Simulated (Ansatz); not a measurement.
## Run report: HfNH$_{4}$F$_{3}$, geometry relaxation (part 2 of 2)

The same run, continued: HfNH$_{4}$F$_{3}$; RKS PBE-D4/def2-SVP (Ansatz 0.2.0). It belongs to a series of runs on one base structure; here: end point A relaxed.

Geometry of the input (Å):
```
Hf 0.1481  -0.0376  0.0883
N  0.0859  0.0018  2.2364
H  -0.5885  -0.4586  2.8562
H  0.8744  0.3408  2.8012
F  2.0092  0.0302  -0.3652
F  -0.6923  1.5191  -0.6679
F  -0.6769  -1.6062  -0.6483
H  -2.6697  0.0027  1.2523
H  -2.0867  0.2194  1.6220
```

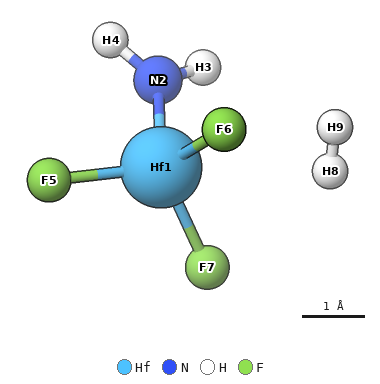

*The geometry at step 17 of the log (ball-and-stick view, seen at an oblique angle; atoms are numbered from 1 in the order of the input).*

### Trajectory as extended XYZ, continued
```
9
Properties=species:S:1:pos:R:3:forces:R:3 step=9 energy=-11003.47700
Hf    0.1907   -0.0268    0.1823    0.0501  -0.0077  -0.0066
N     0.2985   -0.0423    2.2103   -0.0074  -0.0083  -0.0167
H    -0.3800   -0.4709    2.8507    0.0347   0.0297   0.0096
H     1.0464    0.3901    2.7658   -0.0244  -0.0248   0.0106
F     2.0083   -0.0378   -0.4407   -0.0175   0.0148   0.0109
F    -0.5867    1.6328   -0.4240   -0.0091  -0.0009  -0.0028
F    -0.8084   -1.5605   -0.4228   -0.0313   0.0021   0.0069
H    -2.7937   -0.2594    1.0498    0.0095  -0.0163  -0.0123
H    -2.5716    0.3863    1.4036   -0.0046   0.0115   0.0004
9
Properties=species:S:1:pos:R:3:forces:R:3 step=10 energy=-11003.40045 accepted=F
Hf    0.1567   -0.0186    0.2059   -0.0070   0.0456  -0.0216
N     0.3193   -0.0398    2.2306   -0.0253  -0.0220   0.0222
H    -0.4009   -0.3827    2.8807    0.1322   0.0754  -0.0164
H     1.1225    0.3114    2.7695   -0.1150  -0.0661  -0.0151
F     1.9601   -0.0540   -0.4507    0.0002  -0.0097   0.0073
F    -0.6017    1.6596   -0.3813   -0.0064  -0.0516   0.0126
F    -0.8846   -1.5355   -0.3863    0.0225   0.0289   0.0164
H    -2.6375   -0.3766    1.0583   -0.0021   1.7535   0.3885
H    -2.6303    0.4475    1.2482    0.0010  -1.7540  -0.3939
9
Properties=species:S:1:pos:R:3:forces:R:3 step=11 energy=-11003.47953
Hf    0.1687   -0.0222    0.1974   -0.0233  -0.0079   0.0000
N     0.3087   -0.0367    2.2236    0.0010  -0.0012   0.0073
H    -0.3878   -0.4078    2.8809    0.0397   0.0279  -0.0061
H     1.0950    0.3465    2.7629   -0.0396  -0.0280  -0.0051
F     1.9790   -0.0486   -0.4427    0.0009  -0.0056  -0.0009
F    -0.6001    1.6436   -0.4042   -0.0008  -0.0107   0.0026
F    -0.8700   -1.5401   -0.3905    0.0229   0.0199  -0.0023
H    -2.7292   -0.2882    0.9858    0.0377   0.0686   0.0467
H    -2.5608    0.3649    1.3616   -0.0384  -0.0630  -0.0421
9
Properties=species:S:1:pos:R:3:forces:R:3 step=12 energy=-11003.47968
Hf    0.1592   -0.0250    0.2009   -0.0200   0.0205  -0.0130
N     0.3091   -0.0367    2.2262   -0.0098  -0.0031   0.0580
H    -0.4000   -0.3664    2.8934    0.0683   0.0356  -0.0381
H     1.1149    0.3189    2.7570   -0.0583  -0.0371  -0.0196
F     1.9691   -0.0528   -0.4393   -0.0041  -0.0192   0.0001
F    -0.6043    1.6427   -0.4027   -0.0003  -0.0212   0.0053
F    -0.8874   -1.5380   -0.3914    0.0286   0.0324   0.0067
H    -2.6760   -0.2922    0.9615    0.0199   0.1592   0.1196
H    -2.5810    0.3609    1.3693   -0.0243  -0.1671  -0.1191
9
Properties=species:S:1:pos:R:3:forces:R:3 step=13 energy=-11003.47367 accepted=F
Hf    0.1578    0.0290    0.1868    0.0691  -0.0830   0.0452
N     0.3099   -0.0142    2.2112   -0.0659   0.0239   0.0363
H    -0.4299   -0.2447    2.8838   -0.0075   0.0319  -0.0022
H     1.1655    0.2025    2.7375   -0.0184  -0.0314  -0.0369
F     1.9951   -0.1159   -0.3568   -0.0661   0.1009  -0.0828
F    -0.6566    1.6708   -0.4359    0.0934  -0.0238   0.0278
F    -0.8896   -1.4692   -0.4298   -0.0023  -0.0214   0.0105
H    -2.6212   -0.3703    1.0243   -0.0062  -0.0432  -0.0143
H    -2.6275    0.3235    1.3539    0.0040   0.0462   0.0164
9
Properties=species:S:1:pos:R:3:forces:R:3 step=14 energy=-11003.48255
Hf    0.1650   -0.0071    0.1991   -0.0055   0.0016  -0.0013
N     0.3074   -0.0265    2.2247    0.0244   0.0043  -0.0316
H    -0.4183   -0.3121    2.8900   -0.0232   0.0052   0.0307
H     1.1379    0.2612    2.7555   -0.0022  -0.0085   0.0098
F     1.9767   -0.0652   -0.4314    0.0124   0.0090  -0.0057
F    -0.6167    1.6513   -0.4070    0.0019  -0.0034   0.0023
F    -0.8780   -1.5171   -0.3988   -0.0073  -0.0072  -0.0060
H    -2.6666   -0.3296    0.9962    0.0107   0.0998   0.0614
H    -2.6039    0.3567    1.3467   -0.0112  -0.1007  -0.0595
9
Properties=species:S:1:pos:R:3:forces:R:3 step=15 energy=-11003.48168 accepted=F
Hf    0.1709    0.0037    0.1937    0.0109   0.0104   0.0187
N     0.3078   -0.0256    2.2200   -0.1225  -0.0276   0.3192
H    -0.4497   -0.2451    2.8911    0.3049   0.0980  -0.2390
H     1.1607    0.2042    2.7533   -0.1884  -0.0645  -0.0857
F     1.9870   -0.0681   -0.4236    0.0052   0.0200  -0.0088
F    -0.6299    1.6554   -0.4081    0.0103  -0.0118   0.0063
F    -0.8708   -1.5016   -0.4148   -0.0210  -0.0284  -0.0119
H    -2.6532   -0.3611    1.0319    0.0071   0.0800   0.0372
H    -2.6192    0.3498    1.3314   -0.0064  -0.0761  -0.0360
9
Properties=species:S:1:pos:R:3:forces:R:3 step=16 energy=-11003.48352
Hf    0.1643   -0.0035    0.1971    0.0030   0.0080  -0.0028
N     0.3031   -0.0261    2.2229    0.0154   0.0043  -0.0027
H    -0.4356   -0.2804    2.8877   -0.0023   0.0108   0.0125
H     1.1421    0.2336    2.7554   -0.0139  -0.0138  -0.0001
F     1.9785   -0.0612   -0.4272    0.0049   0.0084  -0.0037
F    -0.6259    1.6515   -0.4078    0.0031  -0.0065   0.0034
F    -0.8761   -1.5128   -0.4069   -0.0078  -0.0120  -0.0082
H    -2.6515   -0.3413    1.0096    0.0062   0.0571   0.0366
H    -2.5953    0.3517    1.3442   -0.0086  -0.0564  -0.0349
9
Properties=species:S:1:pos:R:3:forces:R:3 step=17 energy=-11003.48452
Hf    0.1671   -0.0022    0.1953    0.0104   0.0148  -0.0033
N     0.3028   -0.0270    2.2218   -0.0122  -0.0024   0.0258
H    -0.4483   -0.2459    2.8868    0.0329   0.0176  -0.0175
H     1.1506    0.2014    2.7553   -0.0252  -0.0169  -0.0081
F     1.9834   -0.0520   -0.4239   -0.0029   0.0044  -0.0006
F    -0.6364    1.6475   -0.4062    0.0025  -0.0110   0.0046
F    -0.8670   -1.5129   -0.4177   -0.0050  -0.0052  -0.0008
H    -2.6468   -0.3497    1.0256    0.0013   0.0034   0.0098
H    -2.6018    0.3524    1.3379   -0.0017  -0.0047  -0.0098
9
Properties=species:S:1:pos:R:3:forces:R:3 step=18 energy=-11003.48551
Hf    0.1707    0.0043    0.1936   -0.0113   0.0093   0.0073
N     0.3008   -0.0247    2.2206    0.0058  -0.0001   0.0842
H    -0.4653   -0.1938    2.8852    0.0843   0.0250  -0.0530
H     1.1633    0.1471    2.7550   -0.0911  -0.0250  -0.0390
F     1.9889   -0.0409   -0.4200    0.0024  -0.0014  -0.0027
F    -0.6536    1.6450   -0.4040    0.0021  -0.0092   0.0054
F    -0.8598   -1.5082   -0.4228    0.0087  -0.0024  -0.0042
H    -2.6386   -0.3691    1.0490    0.0066   0.0262   0.0143
H    -2.6030    0.3518    1.3183   -0.0074  -0.0223  -0.0121
9
Properties=species:S:1:pos:R:3:forces:R:3 step=19 energy=-11003.48528 accepted=F
Hf    0.1733    0.0048    0.1913    0.0135   0.0351  -0.0055
N     0.2987   -0.0293    2.2182    0.0254   0.0098   0.1427
H    -0.4802   -0.1424    2.8816    0.1339   0.0199  -0.0763
H     1.1711    0.0947    2.7532   -0.1600  -0.0321  -0.0664
F     1.9935   -0.0279   -0.4174   -0.0042  -0.0069   0.0034
F    -0.6715    1.6374   -0.3993   -0.0017  -0.0124   0.0032
F    -0.8380   -1.5153   -0.4381   -0.0074  -0.0046   0.0029
H    -2.6129   -0.3770    1.0832   -0.0171   0.1732   0.0563
H    -2.6306    0.3665    1.3022    0.0176  -0.1820  -0.0604
9
Properties=species:S:1:pos:R:3:forces:R:3 step=20 energy=-11003.48627
Hf    0.1687    0.0055    0.1942    0.0030  -0.0009   0.0050
N     0.3033   -0.0263    2.2199   -0.0075   0.0006   0.0443
H    -0.4650   -0.1723    2.8853    0.0358   0.0124  -0.0192
H     1.1695    0.1211    2.7529   -0.0369  -0.0134  -0.0164
F     1.9882   -0.0349   -0.4152    0.0030   0.0017  -0.0095
F    -0.6702    1.6408   -0.3972   -0.0009   0.0014  -0.0025
F    -0.8507   -1.5141   -0.4233    0.0033  -0.0027  -0.0048
H    -2.6329   -0.3700    1.0598    0.0036   0.0141   0.0099
H    -2.6073    0.3617    1.2984   -0.0034  -0.0132  -0.0068
9
Properties=species:S:1:pos:R:3:forces:R:3 step=21 energy=-11003.48690
Hf    0.1706    0.0091    0.1951   -0.0075   0.0008  -0.0239
N     0.3005   -0.0243    2.2212    0.0142  -0.0012   0.0290
H    -0.4736   -0.1377    2.8855    0.0194   0.0083  -0.0063
H     1.1724    0.0793    2.7549   -0.0330  -0.0066  -0.0116
F     1.9882   -0.0263   -0.4204    0.0017  -0.0026   0.0047
F    -0.6818    1.6372   -0.3975   -0.0031  -0.0068   0.0058
F    -0.8379   -1.5161   -0.4275    0.0071   0.0055  -0.0001
H    -2.6256   -0.3781    1.0849    0.0049   0.0616   0.0178
H    -2.6093    0.3686    1.2785   -0.0038  -0.0589  -0.0155
9
Properties=species:S:1:pos:R:3:forces:R:3 step=22 energy=-11003.48700
Hf    0.1692    0.0085    0.1923   -0.0052   0.0225  -0.0029
N     0.2971   -0.0290    2.2190    0.0059   0.0049   0.0620
H    -0.4845   -0.0872    2.8832    0.0601   0.0032  -0.0335
H     1.1741    0.0265    2.7532   -0.0671  -0.0099  -0.0293
F     1.9897   -0.0132   -0.4152   -0.0006  -0.0052   0.0002
F    -0.7098    1.6262   -0.3903    0.0061  -0.0131   0.0006
F    -0.8176   -1.5269   -0.4405    0.0020   0.0054   0.0031
H    -2.6009   -0.3768    1.1139   -0.0123   0.1345   0.0311
H    -2.6139    0.3833    1.2592    0.0112  -0.1422  -0.0312
9
Properties=species:S:1:pos:R:3:forces:R:3 step=23 energy=-11003.48735
Hf    0.1697    0.0146    0.1917    0.0064  -0.0019   0.0011
N     0.2974   -0.0223    2.2184   -0.0042  -0.0038   0.0381
H    -0.4834   -0.0815    2.8828    0.0408   0.0060  -0.0217
H     1.1747    0.0183    2.7521   -0.0416  -0.0017  -0.0175
F     1.9912   -0.0175   -0.4127   -0.0031  -0.0038  -0.0016
F    -0.7023    1.6340   -0.3958   -0.0072  -0.0045   0.0039
F    -0.8223   -1.5184   -0.4381    0.0082   0.0027  -0.0033
H    -2.6136   -0.3891    1.1264    0.0057   0.0965   0.0127
H    -2.6079    0.3734    1.2500   -0.0050  -0.0894  -0.0117
9
Properties=species:S:1:pos:R:3:forces:R:3 step=24 energy=-11003.48761
Hf    0.1702    0.0129    0.1919    0.0050   0.0010  -0.0034
N     0.2967   -0.0243    2.2185   -0.0039  -0.0004  -0.0031
H    -0.4829   -0.0829    2.8826    0.0025   0.0020   0.0039
H     1.1727    0.0211    2.7521   -0.0012  -0.0025   0.0021
F     1.9912   -0.0174   -0.4137   -0.0009  -0.0011  -0.0001
F    -0.7050    1.6312   -0.3937   -0.0044  -0.0025   0.0009
F    -0.8188   -1.5207   -0.4408    0.0025   0.0010  -0.0004
H    -2.6113   -0.3841    1.1245    0.0012   0.0421   0.0066
H    -2.6094    0.3758    1.2534   -0.0007  -0.0396  -0.0064
9
Properties=species:S:1:pos:R:3:forces:R:3 step=25 energy=-11003.48773
Hf    0.1702    0.0132    0.1916   -0.0006   0.0049  -0.0013
N     0.2956   -0.0246    2.2184   -0.0005   0.0000  -0.0044
H    -0.4846   -0.0697    2.8828    0.0002   0.0007   0.0041
H     1.1723    0.0062    2.7518   -0.0002  -0.0023   0.0023
F     1.9915   -0.0140   -0.4133    0.0011  -0.0008  -0.0005
F    -0.7136    1.6274   -0.3923   -0.0007  -0.0022  -0.0004
F    -0.8125   -1.5234   -0.4433    0.0009  -0.0002   0.0002
H    -2.6068   -0.3819    1.1288   -0.0013   0.0156   0.0038
H    -2.6086    0.3785    1.2505    0.0010  -0.0157  -0.0038
```

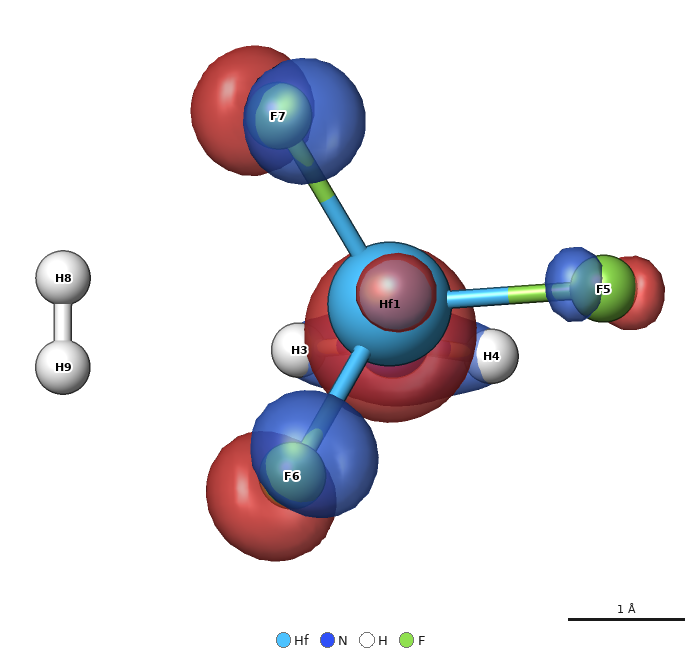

*The HOMO−1 at ±0.2 Å⁻³ᐟ² (blue and red are the two phases), seen from the side.*

Its energy is −9.06 eV.

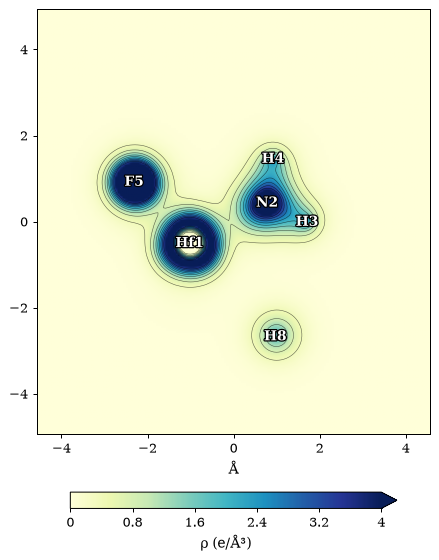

*Total electron density on the plane of atoms H3, N2 and H4.*

Hf–F (1.92 Å): ρ is about 0.85 e/Å³ halfway. Hf–N (2.03 Å): ρ is about 0.82 e/Å³ halfway. N–H (1.03 Å): ρ is about 2.7 e/Å³ halfway, with its minimum of 2.1 e/Å³ about 0.8 Å from N.

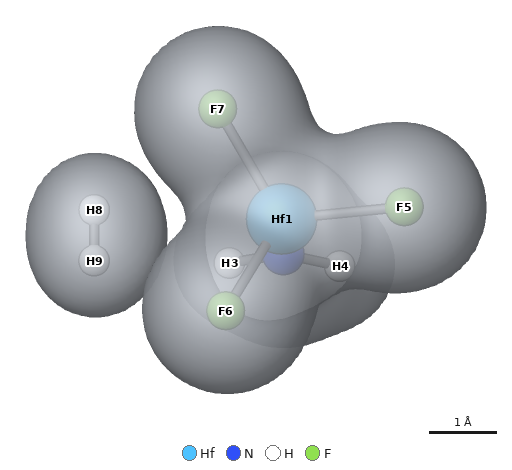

*Isosurface of the electron density at 0.06 e/Å³ (grey), seen from the side.*

At this value the surface falls into two separate pieces. It is pinched off along the Hf···H (2.96 Å) contacts. On the grid the lowest density along these lines, outside the cores, is 0.04 e/Å³ (Hf···H, 2.96 Å), 0.82 e/Å³ (Hf–F, 1.92 Å), 0.81 e/Å³ (Hf–N, 2.03 Å) and 1.6 e/Å³ (H–H, 0.77 Å).

### Summary

- outcome: converged
- total energy: −11003.4878 eV
- mean-field energy: −11003.3506 eV
- largest force (length of the vector) at the end: 0.016 eV/Å
- wall time: 63 s (CPU time 2 min)
- peak memory: 0.21 GiB
